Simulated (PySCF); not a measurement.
C9H10O2, SMILES COc1ccc(C(C)=O)cc1, GFN2-xTB optimised geometry. Atoms within 1.6 Å of the plane z = 0.8 Å (x, y, z in Å): C1 (-1.00, -3.72, 0.00), O2 (-1.62, -2.45, 0.00), C3 (-0.84, -1.35, 0.00), C4 (-1.52, -0.12, 0.00), C5 (-0.83, 1.07, 0.00), C6 (0.57, 1.08, 0.00), C7 (1.38, 2.31, 0.00), C8 (0.64, 3.63, 0.01), O9 (2.60, 2.27, 0.00), C10 (1.24, -0.15, 0.00), C11 (0.56, -1.35, 0.00), H12 (-0.39, -3.86, 0.90), H14 (-1.81, -4.44, 0.01), H15 (-2.60, -0.14, 0.00), H16 (-1.39, 1.99, 0.00), H17 (1.36, 4.44, 0.02), H18 (0.01, 3.70, 0.89), H20 (2.32, -0.14, 0.00), H21 (1.11, -2.27, 0.00).

Level of theory: B3LYP/def2-SVP (PySCF 2.14.0).

Map of the HOMO amplitude (bohr^(-3/2)) on the plane z = 0.8 Å; orbital energy -6.43 eV, overall sign arbitrary:

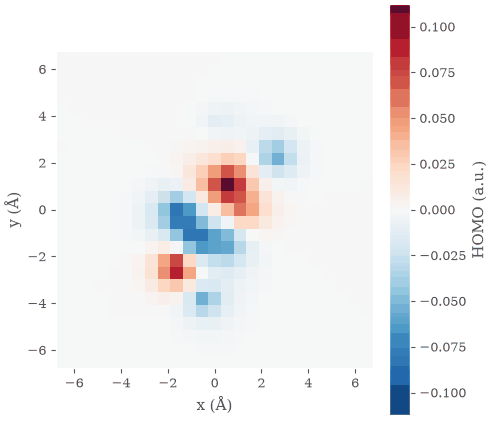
Figure. HOMO amplitude (bohr^(-3/2)) on the plane z = 0.8 Å.
